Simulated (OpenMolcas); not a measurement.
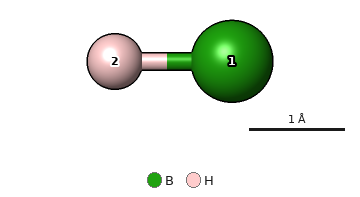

*The structure as given in the input (ball-and-stick view, seen on its broad side; atoms are numbered from 1 in the order of the input).*

Bond lengths as drawn: B–H 1.23 Å.

Run report: BH, single-point calculation (part 1 of 4)

BH (borane(1)), multiplicity 3, SMILES [BH], computed with PBE0/def2-TZVPPD, UKS (OpenMolcas 26.06).

The geometry is that of the parent species in another charge or spin state.

### Input
```
&GATEWAY
  BASLIB
  $CurrDir
  COORD
  2
  angstrom
  B        0.000000       0.000000       0.000000
  H        0.000000       0.000000       1.232400
  BASIS
  def2-TZVPPD
  GROUP
  NoSym

&SEWARD
  GRIDINPUT
  Grid=UltraFine
  End of Grid

&SCF
  UHF
  SPIN
  3
  KSDFT
  PBE0
  THRESHOLDS
  1e-10 1e-07 1e-07 1e-05
  PRORBITALS
  0
```

Machine: 1 thread of Arm Neoverse V1, 24 GiB of memory available, shared host.

Launched with:
```bash
export MOLCAS_MEM=1860
pymolcas run.input > run.log
```

### Output
```
--- Start Module: gateway ---

                                              &GATEWAY

                       available to each process: 1.9 GB of memory, 1 thread

 Basis Set     1 Label: B.DEF2-TZVPPD
 Basis set is read from library:.
 basistype.tbl is not found

 Basis Set     2 Label: H.DEF2-TZVPPD
 Basis set is read from library:.
 basistype.tbl is not found

++    Symmetry information:
      ---------------------

                    Character Table for C1

                             E
                    a        1  x, y, xy, Rz, z, xz, Ry, yz, Rx, I
--

++    Basis set information:
      ----------------------

      Basis set label: B.DEF2-TZVPPD.........

      Electronic valence basis set:
      ------------------
      Associated Effective Charge   5.000000 au
      Associated Actual Charge      5.000000 au
      Nuclear Model: Point charge

      Shell  nPrim  nBasis  Cartesian Spherical Contaminant
         s      12       6        X
         p       6       3        X
         d       3       3                 X
         f       1       1                 X

      Basis set label: H.DEF2-TZVPPD.........

      Electronic valence basis set:
      ------------------
      Associated Effective Charge   1.000000 au
      Associated Actual Charge      1.000000 au
      Nuclear Model: Point charge

      Shell  nPrim  nBasis  Cartesian Spherical Contaminant
         s       5       3        X
         p       3       3        X
         d       1       1                 X
--

++    Molecular structure info:
      -------------------------

                    ************************************************
                    **** Cartesian Coordinates / bohr, angstrom ****
                    ************************************************

     Center  Label                x              y              z                     x              y              z
        1      B1               0.000000       0.000000       0.000000              0.000000       0.000000       0.000000
        2      H2               0.000000       0.000000       2.328898              0.000000       0.000000       1.232400
--

            Nuclear Potential Energy              2.14693773 au

--- Stop Module: gateway /rc=_RC_ALL_IS_WELL_ ---

--- Start Module: seward ---

                                              &SEWARD

                       available to each process: 1.9 GB of memory, 1 thread

               SEWARD will generate:
                  Multipole Moment integrals up to order  2
                  Kinetic Energy integrals
                  Nuclear Attraction integrals (point charge)
                  One-Electron Hamiltonian integrals
                  Velocity integrals
                  Orbital angular momentum around (  0.0000   0.0000   0.1953 )
                  Velocity quadrupole around (  0.0000   0.0000   0.1953 )
                  Two-Electron Repulsion integrals

                   Integrals are discarded if absolute value <: 1.00E-14
                   Integral cutoff threshold is set to       <: 1.00E-16

            Nuclear Potential Energy              2.14693773 au

      Basis set specifications :
      Symmetry species         a
      Basis functions           54

--- Stop Module: seward /rc=_RC_ALL_IS_WELL_ ---

--- Start Module: scf ---

                                                &SCF

                       available to each process: 1.9 GB of memory, 1 thread

++    Input section:
      --------------

      Header of the integral files:

      Cartesian coordinates in angstrom:
      -----------------------------------------------------
      No.  Label        X            Y            Z
      -----------------------------------------------------
       1   B1         0.00000000   0.00000000   0.00000000
       2   H2         0.00000000   0.00000000   1.23240000
      -----------------------------------------------------
      Nuclear repulsion energy =    2.14693773
--

++    Orbital specifications:
      -----------------------

      Symmetry species               1
                                     a
      Frozen orbitals                0
      Start temperature = 0.500
      End temperature   = 0.010
      Temperature Factor= 0.460
      Deleted orbitals               0
      Total number of orbitals      54
      Number of basis functions     54
--

      Molecular charge                           0.000

      Numerical integration parameters
      --------------------------------
      Radial quadrature type:                         MHL
      Size of radial grid:                            99
      Lebedev angular grid:                           41
      Angular grid pruned with the crowding factor:  1.00E+10
                                 and fading factor:  1.00E+01
      Screening threshold for integral computation:   1.00E-11
      Radial quadrature accuracy:                     1.00E-25
      Maximum batch size:                             128
      AO values are stored on disk
      The same grid will be used for all iterations.

      DFT functional specifications
      -----------------------------
      Using Libxc version: 6.2.2
      Please cite the following reference:
      S. Lehtola, C. Steigemann, M. J.T. Oliveira, and M. A.L. Marques.,  SoftwareX 7, 1–5 (2018) doi:10.1016/j.softx.2017.11.002

      * PBEH (PBE0)

++    Optimization specifications:
      ----------------------------

      SCF Algorithm: Conventional USCF
      D(i)-D(i-1) density differences are used
      Number of density matrices in core                 5
      Maximum number of NDDO SCF iterations            400
      Maximum number of HF SCF iterations              400
      Threshold for SCF energy change             1.00E-10
      Threshold for density matrix                1.00E-07
      Threshold for Fock matrix                   1.00E-07
      Threshold for linear dependence             1.00E-09
      Threshold at which DIIS is turned on        1.50E-01
      Maximum depth in the DIIS procedure                5
      Maximum depth in the BFGS Hessian update          30
      Threshold at which QNR/C2DIIS is turned on  7.50E-02
      Threshold for Norm(delta) (QNR/C2DIIS)      1.00E-05
      All orbitals punched on: UHFORB
--

      Input vectors read from INPORB
      Orbital file label: *Guess orbitals

++ Convergence information
                               UHF PBE0       iterations: Energy and convergence statistics

Iter     Tot. PBE0       One-elec.       Two-elec.     Energy      Max Dij or  Max Fij      DNorm      TNorm      AccCon     Time
         Energy          Energy          Energy        Change      Delta Norm                                                in Sec.
   1   -24.531095527   -39.858798102    13.180764850   0.00E+00    8.52E-02*   1.36E+00*    2.77E+00   2.60E+01   None         1.
   2   -23.939962350   -36.667205579    10.580305503   5.91E-01*   8.52E-02*   1.95E-14     3.28E+01   2.29E+01   EDIIS        0.
   3   -24.765664735   -38.822909432    11.910306971  -8.26E-01*   1.18E-01*   4.92E-02*    9.39E+00   2.47E+01   EDIIS        0.
   4   -25.129233880   -40.885510852    13.609339247  -3.64E-01*   1.56E-01*   6.44E-02*    9.96E+00   2.65E+01   EDIIS        0.
   5   -25.180186256   -40.097112161    12.769988179  -5.10E-02*   1.02E-01*   4.09E-02*    5.13E-01   2.59E+01   EDIIS        0.
   6   -25.185960588   -40.540582369    13.207684055  -5.77E-03*   6.49E-02*   1.94E-02*    2.86E-01   2.62E+01   EDIIS        0.
   7   -25.187609227   -40.311309227    12.976762275  -1.65E-03*   2.22E-02*   1.05E-02*    1.48E-01   2.60E+01   EDIIS        0.
   8   -25.188118568   -40.424226565    13.089170272  -5.09E-04*   1.78E-02*   5.11E-03*    6.76E-02   2.61E+01   EDIIS        0.
   9   -25.188206761   -40.369972764    13.034828277  -8.82E-05*   5.10E-03*   2.59E-03*    3.91E-02   2.61E+01   EDIIS        0.
  10   -25.188246969   -40.397079506    13.061894811  -4.02E-05*   3.77E-03*   1.08E-03*    1.41E-02   2.61E+01   EDIIS        0.
  11   -25.188250829   -40.385925495    13.050736941  -3.86E-06*   1.10E-03*   5.49E-04*    8.19E-03   2.61E+01   EDIIS        0.
  12   -25.188252599   -40.391523834    13.056333510  -1.77E-06*   7.83E-04*   2.26E-04*    2.94E-03   2.61E+01   EDIIS        0.
  13   -25.189330226   -40.389645231    13.053377279  -1.08E-03*   8.83E-03*   2.69E-03*    1.35E-01   2.61E+01   EDIIS        0.
  14   -25.213475910   -40.414052564    13.053638928  -2.41E-02*   4.42E-02*   1.38E-02*    5.14E-01   2.61E+01   EDIIS        0.
  15   -25.214143248   -40.451333509    13.090252536  -6.67E-04*   5.00E-03*   2.71E-03*    6.44E-02   2.61E+01   EDIIS        0.

       Fermi aufbau procedure completed!
      nOcc(alpha)=    4
      nOcc(beta) =    2

  16   -25.214176317   -40.441633195    13.080519152  -3.31E-05*   3.79E-03*   7.09E-04*    1.49E-02   2.61E+01   c2DIIS       0.
  17   -25.214178643   -40.447775275    13.086658907  -2.33E-06*   2.20E-03*   2.06E-04*    5.86E-03   2.61E+01   QNRc2DIIS    0.
  18   -25.214179024   -40.444701679    13.083584929  -3.81E-07*   7.72E-04*   1.21E-04*    2.40E-03   2.61E+01   QNRc2DIIS    0.
  19   -25.214179153   -40.445742691    13.084625813  -1.29E-07*   1.32E-04*   1.19E-05*    8.46E-04   2.61E+01   QNRc2DIIS    0.
  20   -25.214179155   -40.445806551    13.084689671  -1.50E-09*   2.00E-05*   2.02E-06*    1.47E-04   2.61E+01   QNRc2DIIS    0.
  21   -25.214179155   -40.445794840    13.084677960  -6.68E-11    1.01E-05*   7.10E-07*    2.07E-05   2.61E+01   QNRc2DIIS    0.
  22   -25.214179155   -40.445795053    13.084678173  -8.38E-12    1.80E-06    8.24E-08     1.07E-05   2.61E+01   QNRc2DIIS    0.

       Convergence after  22 Iterations
--

 *****************************************************************************************************************************
 *                                             SCF/KS-DFT Program, Final results                                             *
 *                                                       Final Results                                                       *
 *****************************************************************************************************************************

::    Total KS-DFT energy                             -25.2141791548
      One-electron energy                             -40.4457950530
      Two-electron energy                              13.0846781729
      Nuclear repulsion energy                          2.1469377253
      Kinetic energy (interpolated)                    25.0660065225
      Virial theorem                                    1.0059112979
      Total spin, S(S+1)                                2.0014476144
      Total spin, S                                     1.0004824606
      Max non-diagonal density matrix element           0.0000017451
      Max non-diagonal Fock matrix element              0.0000000223

      No orbitals printed
      No orbitals printed

++    Molecular charges:
      ------------------

      Mulliken charges per centre
      ---------------------------

                            B1                      H2
                     alpha        beta       alpha        beta
      Total        3.4730      1.5873      0.5270      0.4127
      Total              5.0603                  0.9397

      Charge           -0.0603                  0.0603

      Total electronic charge=    6.000000

      Total            charge=   -0.000000
--

++    Molecular orbitals:
      -------------------

      Title: Natural orbitals

      Molecular orbitals for symmetry species 1: a

          Orbital            1         2         3         4         5         6         7         8         9        10
          Energy           -6.8539   -0.4789   -0.2061   -0.1019    0.5834    1.6659   -0.0731    0.0669    0.1243    0.1259
          Occ. No.          2.0000    1.9993    1.0000    1.0000    0.0007    0.0000    0.0000    0.0000    0.0000    0.0000
```
